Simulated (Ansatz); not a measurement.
The compound is Al3WO2 (space group P-3m1, No. 164), taken as the geometry relaxed with DFT PBE, scalar-relativistic, plane waves, PAW in Ansatz 0.2.0; the starting structure was generated, so it need not be a known form of this composition.

```cif
data_structure
_symmetry_space_group_name_H-M 'P-3m1'
_symmetry_Int_Tables_number 164
_cell_length_a 2.8718
_cell_length_b 2.8718
_cell_length_c 10.1810
_cell_angle_alpha 90.000
_cell_angle_beta 90.000
_cell_angle_gamma 120.000
_cell_volume 72.72
loop_
_atom_site_label
_atom_site_type_symbol
_atom_site_symmetry_multiplicity
_atom_site_Wyckoff_symbol
_atom_site_fract_x
_atom_site_fract_y
_atom_site_fract_z
_atom_site_occupancy
Al1 Al 2 d 0.33333 0.66667 0.79352 1
Al2 Al 1 b 0.00000 0.00000 0.50000 1
W1 W 1 a 0.00000 0.00000 0.00000 1
O1 O 2 d 0.33333 0.66667 0.40154 1
```

Describe the stacking along c, with columns A (0, 0), B (1/3, 2/3), C (2/3, 1/3) of the hexagonal mesh.

W(A) – Al(C) – O(B) – Al(A) – O(C) – Al(B) (six layers in 10.18 Å).

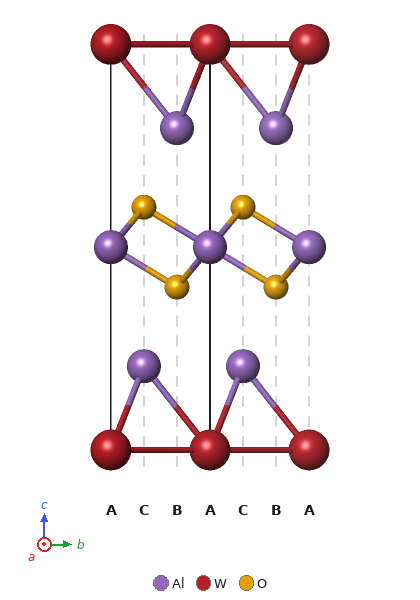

Projection along an edge of the hexagonal mesh, stacking direction c upwards. The dashed lines mark the three columns A (0, 0), B (1/3, 2/3) and C (2/3, 1/3). The sequence starts with the first layer at or above the cell's origin.
